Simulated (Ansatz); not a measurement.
```xyz
8

Si   -0.6982   -0.0939   -0.0568
H     1.8133   -0.6903   -0.4510
O    -1.2712   -1.4814   -0.2161
H     1.3842   -1.3004   -0.5510
O    -0.5352    1.0180   -1.2110
O    -0.2115    0.6100    1.3207
H    -0.1976    1.8759   -0.9416
H    -0.2840    0.0619    2.1068
```

The product side of a reaction path; geometry: PBE0-D4/def2-TZVP.

Theory: RKS PBE0-D4/def2-TZVPP (Ansatz).

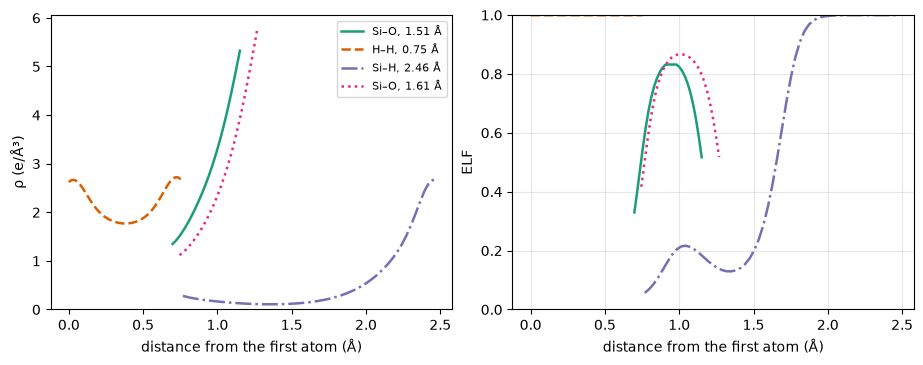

H₂O₃Si···H₂. Total electron density and ELF along straight lines between neighbouring atoms. The curves leave out the atomic cores.

What can be read from the curves?

Answer. Si–O (1.51 Å): ρ is about 1.6 e/Å³ halfway; the ELF peaks at about 0.85 between the atoms (a polar covalent bond).
H–H (0.75 Å): ρ at the midpoint is about 1.8 e/Å³; the ELF peaks at about 1 between the atoms.
Si1···H4 (2.46 Å): the density falls to about 0.11 e/Å³ on the way; the ELF climbs to about 1 towards the hydrogen, as it does in any bond to H.
Si–O (1.61 Å): the density is about 1.3 e/Å³ at the midpoint; the ELF peaks at about 0.85 between the atoms (a short, strongly polar bond).
